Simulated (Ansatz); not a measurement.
Take SiC in the zinc blende structure (space group F-43m, No. 216; a = 4.3798 Å) as the base.

Modification: every lattice vector is stretched by 0.50 %, atoms relaxed at fixed cell.

Method: PBE, PAW, 420 eV (Ansatz, a first-principles code; no SOC).

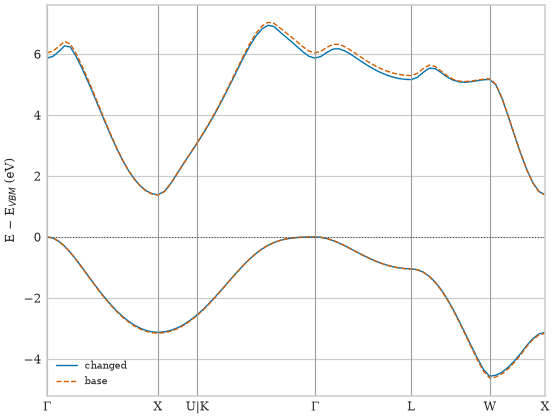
Highest valence and lowest conduction band along the path, each from its own valence-band maximum

The gap is 1.39 eV, indirect, Γ → X; the base has 1.37 eV.

The cells carry an imposed strain or load. Stability against distortions was not tested.
